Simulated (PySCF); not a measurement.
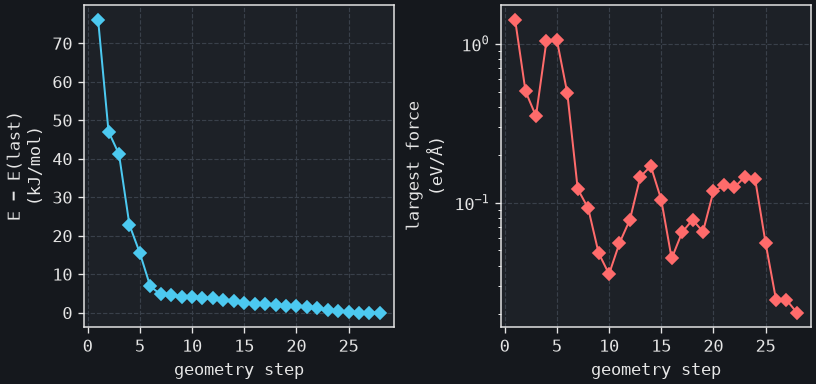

History of a geometry optimisation.

- system: C4H12AlO4 (SMILES C[O][Al-]([O]C)([O]C)[O]C) (charge −1)
- method: PBE0-D3(BJ)/def2-SVP, geometry optimisation (PySCF)

### How did it end, and what did it gain?

The optimisation met its thresholds at geometry 28, counting the start as the first. The energy fell by about 76 kJ/mol from the first step to the last. The largest force goes from about 1.4 eV/Å at the start to 0.02 eV/Å at the end.
